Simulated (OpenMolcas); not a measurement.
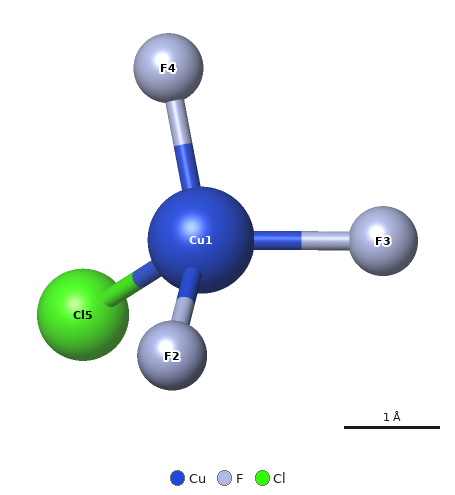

Figure 1. The input geometry (ball-and-stick view, seen at a tilt; atoms are numbered from 1 in the order of the input). Sticks mark near contacts. Bond lengths as drawn: Cl–Cu 2.15 Å and Cu–F 1.85 to 1.92 Å.

CuClF3 (charge −2): single-point calculation (part 1 of 2)

The run: single-point calculation of CuClF3, charge −2, multiplicity 2. Method and program: NEVPT2/ANO-R1, sfX2C (OpenMolcas 26.06).

The geometry comes from this level: GFN2-xTB.

What the program printed
```
--- Start Module: gateway ---

                                              &GATEWAY

                       available to each process: 1.9 GB of memory, 1 thread

++    Symmetry information:
      ---------------------

                    Character Table for C1

                             E
                    a        1  x, y, xy, Rz, z, xz, Ry, yz, Rx, I
--

++    Basis set information:
      ----------------------

      Basis set label: CU.ANO-R...5S3P2D1F.

      Electronic valence basis set:
      ------------------
      Associated Effective Charge  29.000000 au
      Associated Actual Charge     29.000000 au
      Nuclear Model: Finite nucleus - Gaussian distribution
        Gaussian exponent, Xi/bohr**(-2):  2.76660E+08

      Shell  nPrim  nBasis  Cartesian Spherical Contaminant
         s      21       5        X
         p      13       3        X
         d       9       2                 X
         f       5       1                 X

      Basis set label: F.ANO-R...3S2P1D.

      Electronic valence basis set:
      ------------------
      Associated Effective Charge   9.000000 au
      Associated Actual Charge      9.000000 au
      Nuclear Model: Finite nucleus - Gaussian distribution
        Gaussian exponent, Xi/bohr**(-2):  5.35469E+08

      Shell  nPrim  nBasis  Cartesian Spherical Contaminant
         s      13       3        X
         p       8       2        X
         d       4       1                 X

      Basis set label: CL.ANO-R...4S3P1D.

      Electronic valence basis set:
      ------------------
      Associated Effective Charge  17.000000 au
      Associated Actual Charge     17.000000 au
      Nuclear Model: Finite nucleus - Gaussian distribution
        Gaussian exponent, Xi/bohr**(-2):  3.84638E+08

      Shell  nPrim  nBasis  Cartesian Spherical Contaminant
         s      17       4        X
         p      11       3        X
         d       7       1                 X
--

++    Molecular structure info:
      -------------------------

                    ************************************************
                    **** Cartesian Coordinates / bohr, angstrom ****
                    ************************************************

     Center  Label                x              y              z                     x              y              z
        1      CU1             -0.000813       0.075192       0.149950             -0.000430       0.039790       0.079350
        2      F2               3.188081       0.139027       1.570816              1.687060       0.073570       0.831240
        3      F3               0.042708       3.174645      -1.719707              0.022600       1.679950      -0.910030
        4      F4              -3.186003       0.208248       1.574954             -1.685960       0.110200       0.833430
        5      CL5             -0.043993      -3.597094      -1.576013             -0.023280      -1.903500      -0.833990

                    ***************************************
                    *    InterNuclear Distances / bohr    *
                    ***************************************

               1 CU1           2 F2            3 F3            4 F4            5 CL5
    1 CU1      0.000000
    2 F2       3.491702        0.000000
    3 F3       3.619962        5.471371        0.000000
    4 F4       3.491959        6.374461        5.484422        0.000000
    5 CL5      4.057893        5.857255        6.773818        5.855036        0.000000

                    *******************************************
                    *    InterNuclear Distances / angstrom    *
                    *******************************************

               1 CU1           2 F2            3 F3            4 F4            5 CL5
    1 CU1      0.000000
    2 F2       1.847729        0.000000
    3 F3       1.915601        2.895325        0.000000
    4 F4       1.847865        3.373220        2.902231        0.000000
    5 CL5      2.147344        3.099526        3.584550        3.098351        0.000000
--

            Nuclear Potential Energy            460.20380105 au

--- Stop Module: gateway /rc=_RC_ALL_IS_WELL_ ---
--- Module gateway spent 2 seconds ---

--- Start Module: seward ---

                                              &SEWARD

                       available to each process: 1.9 GB of memory, 1 thread

               SEWARD will generate:
                  Multipole Moment integrals up to order  2
                  Kinetic Energy integrals
                  Nuclear Attraction integrals (finite nuclei - Gaussian type)
                  One-Electron Hamiltonian integrals
                  Velocity integrals
                  Relativistic X2C integrals
                  Orbital angular momentum around ( -0.0048  -0.3496  -0.1200 )
                  Velocity quadrupole around ( -0.0048  -0.3496  -0.1200 )
                  Atomic mean-field integrals
                  RI decomposed two-electron repulsion integrals stored Cholesky style
                   - acCD auxiliary basis
                   - CD Threshold:   1.00E-04

                   Integrals are discarded if absolute value <: 1.00E-14
                   Integral cutoff threshold is set to       <: 1.00E-16

            Nuclear Potential Energy            460.20380105 au

      Basis set specifications :
      Symmetry species         a
      Basis functions           91

--- Stop Module: seward /rc=_RC_ALL_IS_WELL_ ---
--- Module seward spent 4 seconds ---

--- Start Module: rasscf ---

                                              &RASSCF

                       available to each process: 1.9 GB of memory, 1 thread

      Header of the ONEINT file:
      --------------------------

      OrdInt status: non-squared

      Cartesian coordinates in angstrom:
      -----------------------------------------------------
      No.  Label        X            Y            Z
      -----------------------------------------------------
       1   CU1       -0.00043000   0.03979000   0.07935000
       2   F2         1.68706000   0.07357000   0.83124000
       3   F3         0.02260000   1.67995000  -0.91003000
       4   F4        -1.68596000   0.11020000   0.83343000
       5   CL5       -0.02328000  -1.90350000  -0.83399000
      -----------------------------------------------------
      Nuclear repulsion energy =  460.20380105

++    Wave function specifications:
      -----------------------------

      Number of closed shell electrons          60
      Number of electrons in active shells      15
      Max number of holes in RAS1 space          0
      Max nr of electrons in RAS3 space          0
      Number of inactive orbitals               30
      Number of active orbitals                  8
      Number of secondary orbitals              53
      Spin quantum number                      0.5
      State symmetry                             1
--

++    Orbital specifications:
      -----------------------

      Symmetry species                           1
                                                 a
      Frozen orbitals                            0
      Inactive orbitals                         30
      Active orbitals                            8
      RAS1 orbitals                              0
      RAS2 orbitals                              8
      RAS3 orbitals                              0
      Secondary orbitals                        53
      Deleted orbitals                           0
      Number of basis functions                 91
--

++    CI expansion specifications:
      ----------------------------

      Number of CSFs                             8
      Number of determinants                     8
      Number of root(s) required                 1
      Root chosen for geometry opt.              1
      CI root used                               1

      highest root included in the CI            1
      max. size of the explicit Hamiltonian      8
--

++    Optimization specifications:
      ----------------------------

      RASSCF algorithm: LK RI/DF
      Maximum number of macro iterations       200
      Maximum number of SX iterations          100
      Threshold for RASSCF energy            1.000E-08
      Threshold for max MO rotation          1.000E-01
      Threshold for max BLB element          1.000E-04
      Level shift parameter                  5.000E-01
      Make Quasi-Newton update
--

      The MO-coefficients are taken from the file:
      step2.RasOrb
      Title: RASSCF average (pseudo-natural) orbitals

      Total molecular charge   -2.00

      ************************************************************************************************************************
      *                                            Wave function control section                                             *
      ************************************************************************************************************************

                                         RASSCF iterations: Energy and convergence statistics
                                         ----------------------------------------------------

          iter iter root      energy       change     param      element    value   shift minimum  type update hh:mm:ss
 Nr of preliminary CI iterations:   1
      Total energies have been shifted. Add                -2000.00 au
        1   1   25    1  -412.77864167    0.00E+00   2.66E-02   37  66 1  1.27E-01*  0.36   0.00    SX    NO    0:00:00
        2   1   17    1  -412.80567892   -2.70E-02* -1.30E-01*  32  65 1 -9.84E-02*  0.17   0.00    SX    NO    0:00:00
        3   1    8    1  -412.80816467   -2.49E-03* -1.04E-01*  32  65 1  8.81E-02*  0.32   0.00    SX    NO    0:00:00
        4   1   19    1  -412.81237900   -4.21E-03* -1.23E-02   32  65 1 -7.13E-02*  0.19   0.00    SX    NO    0:00:00
        5   1   17    1  -412.81371314   -1.33E-03* -5.50E-03   32  65 1  6.00E-02*  0.30   0.53    LS   YES    0:00:00
        6   1   20    1  -412.81797507   -4.26E-03* -9.53E-03   17  87 1  3.15E-03*  0.25   1.03    QN   YES    0:00:00
        7   1   19    1  -412.81803551   -6.04E-05* -1.35E-02   16  90 1 -4.08E-03*  0.25   1.59    QN   YES    0:00:00
        8   1   19    1  -412.81807179   -3.63E-05*  6.14E-03   17  87 1 -1.01E-03*  0.25   1.00    QN   YES    0:00:00
        9   1   15    1  -412.81808002   -8.23E-06*  1.03E-02   16  90 1 -2.20E-03*  0.25   1.73    QN   YES    0:00:00
       10   1   15    1  -412.81808636   -6.34E-06* -3.04E-03   16  90 1  9.48E-04*  0.25   0.84    QN   YES    0:00:00
       11   1   13    1  -412.81808685   -4.81E-07* -4.47E-04   16  90 1 -1.89E-03*  0.25   0.60    QN   YES    0:00:00
       12   1   12    1  -412.81808757   -7.22E-07* -6.69E-04   16  90 1 -8.80E-04*  0.25   2.50    LS   YES    0:00:00
       13   1   15    1  -412.81808752    4.47E-08* -1.12E-03   15  90 1  3.72E-04*  0.25   0.48    QN   YES    0:00:00
       14   1   12    1  -412.81808798   -4.62E-07* -6.38E-04   17  89 1 -1.51E-04*  0.25   1.57    LS   YES    0:00:00
       15   1   11    1  -412.81808804   -5.84E-08* -3.35E-04   16  90 1 -1.86E-04*  0.25   0.89    QN   YES    0:00:00
       16   1   10    1  -412.81808808   -3.69E-08* -7.78E-05   16  90 1 -1.49E-04*  0.25   0.96    QN   YES    0:00:00
       17   1    9    1  -412.81808809   -1.40E-08*  8.29E-05   16  90 1 -1.71E-05   0.25   1.09    QN   YES    0:00:00
       18   1    7    1  -412.81808809   -1.45E-09  -3.17E-05   16  90 1 -1.18E-05   0.25   1.08    QN   YES    0:00:00
      Convergence after 18 iterations
       19   1    7    1  -412.81808809   -1.05E-10  -3.17E-05   16  90 1  1.32E-05   0.25   1.08    QN   YES    0:00:00

      ************************************************************************************************************************
                                                      Wave function printout:
                       occupation of active orbitals, and spin coupling of open shells (u,d: Spin up or down)
      ************************************************************************************************************************

      Note: transformation to natural orbitals
      has been made, which may change the order of the CSFs.

      printout of CI-coefficients larger than  0.05 for root  1
      energy=   -2412.818088
      conf/sym  11111111     Coeff  Weight
             5  222u2222   1.00000 1.00000

      Natural orbitals and occupation numbers for root  1
      sym 1:   2.000000   2.000000   2.000000   1.000000   2.000000   2.000000   2.000000   2.000000

      ************************************************************************************************************************
      *                                                    Final results                                                     *
      ************************************************************************************************************************

++    Final optimization conditions:
      ------------------------------

      Average CI energy                           -2412.81808809
      RASSCF energy for state  1                  -2412.81808809
      Super-CI energy                                -0.00000000
      RASSCF energy change                           -0.00000000
      Max change in MO coefficients               3.156E-05
      Max non-diagonal density matrix element    -3.175E-05
      Maximum BLB matrix element                  1.321E-05
      (orbital pair  16,  90 in symmetry   1)
      Norm of electronic gradient            2.780E-05
--

      Final state energy(ies):
      ------------------------

::    RASSCF root number  1 Total energy:  -2412.81808809

++    Molecular orbitals:
      -------------------

      Pseudonatural active orbitals and approximate occupation numbers

      MOLECULAR ORBITALS FOR SYMMETRY SPECIES 1: a

      INDEX  ENERGY  OCCUPATION COEFFICIENTS ...
          1 -332.2751    2.0000
                 1 CU1    1s     ( 1.0000)
          2 -104.7830    2.0000
                74 CL5    1s     ( 0.9987)
          3  -41.4704    2.0000
                 2 CU1    2s     ( 0.9999)
          4  -35.6196    2.0000
                 6 CU1    2px    ( 0.9999)
          5  -35.6131    2.0000
                 9 CU1    2py    ( 0.9848)  12 CU1    2pz    (-0.1733)
          6  -35.5992    2.0000
                 9 CU1    2py    ( 0.1733)  12 CU1    2pz    ( 0.9849)
          7  -25.7738    2.0000
                60 F4     1s     (-1.0000)
          8  -25.7735    2.0000
                32 F2     1s     (-1.0000)
          9  -25.7550    2.0000
                46 F3     1s     ( 1.0000)
         10  -10.1925    2.0000
                75 CL5    2s     ( 0.9987)
         11   -7.5933    2.0000
                81 CL5    2py    ( 0.9000)  84 CL5    2pz    ( 0.4358)
         12   -7.5918    2.0000
                81 CL5    2py    (-0.4358)  84 CL5    2pz    ( 0.9001)
         13   -7.5918    2.0000
                78 CL5    2px    ( 0.9999)
         14   -4.9767    2.0000
                 3 CU1    3s     ( 0.9997)
         15   -3.1793    2.0000
                 7 CU1    3px    ( 0.9994)
         16   -3.1773    2.0000
                10 CU1    3py    (-0.9988)
         17   -3.1662    2.0000
                13 CU1    3pz    (-0.9987)
         18   -1.0440    2.0000
                33 F2     2s     (-0.6683)  47 F3     2s     (-0.2449)  61 F4     2s     (-0.6453)
         19   -1.0417    2.0000
                33 F2     2s     ( 0.6927)  61 F4     2s     (-0.7072)
         20   -1.0068    2.0000
                33 F2     2s     ( 0.1801)  47 F3     2s     (-0.9491)  61 F4     2s     ( 0.1974)
         21   -0.6694    2.0000
                76 CL5    3s     ( 0.9763)
         22   -0.2056    2.0000
                 4 CU1    4s     ( 0.2093)  21 CU1    3d1+   (-0.2903)  35 F2     2px    (-0.1108)  39 F2     2pz    (-0.2875)
                61 F4     2s     (-0.1237)  63 F4     2px    ( 0.7465)  67 F4     2pz    (-0.2866)
         23   -0.1711    2.0000
```
